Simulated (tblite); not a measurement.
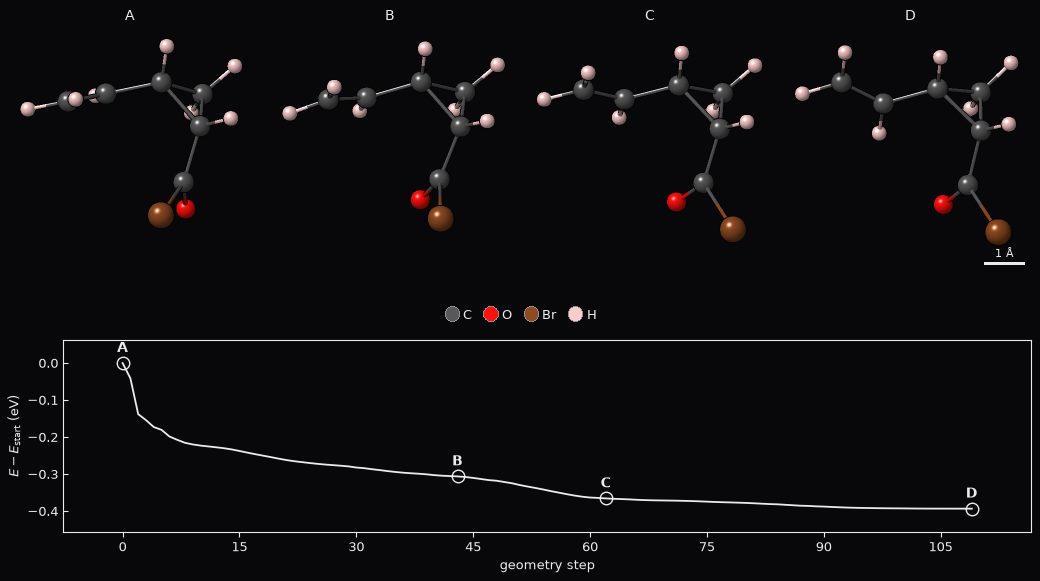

Frames of a relaxation of C6H7BrO, marked on the history of the run. Style: ball-and-stick. Shown at a tilt.

These are results of tblite 0.8.0, GFN2-xTB geometry optimisation, gas phase, not measurements. 

Describe the path.

Answer. Over 109 geometry steps the energy falls by 0.393 eV. The largest move after the best rigid fit is that of the Br atom, 1.57 Å. Largest moves by element: Br 1.57 Å, H 1.33 Å, O 0.58 Å, C 0.56 Å. Some distances before and after: Br–C 1.903 → 1.989 Å, C–O 1.227 → 1.183 Å, C–C 1.502 → 1.542 Å, C–C 1.487 → 1.451 Å. Among the angles between lasting bonds that change: C–C–Br 118.6° → 111.0°, C–C–O 123.4° → 130.8°, C–C–H 117.5° → 113.3°. Groups turn about C–C by about 55°, C–C by about 45°. From step 0 to 43: the O atom moves most (0.69 Å), energy −0.306 eV. From step 43 to 62: the Br atom moves most (0.90 Å), energy −0.059 eV. From step 62 to 109: an H atom moves most (0.59 Å), energy −0.028 eV.

```tsv
step	E − E(0), eV
0	0.0000
1	-0.0412
2	-0.1380
3	-0.1541
4	-0.1728
5	-0.1804
6	-0.1982
7	-0.2073
8	-0.2153
9	-0.2198
10	-0.2229
15	-0.2374
20	-0.2581
26	-0.2741
31	-0.2838
36	-0.2961
41	-0.3042
46	-0.3132
52	-0.3336
57	-0.3541
62	-0.3656
67	-0.3701
73	-0.3726
78	-0.3764
83	-0.3808
88	-0.3858
93	-0.3903
99	-0.3923
104	-0.3931
109	-0.3932
```
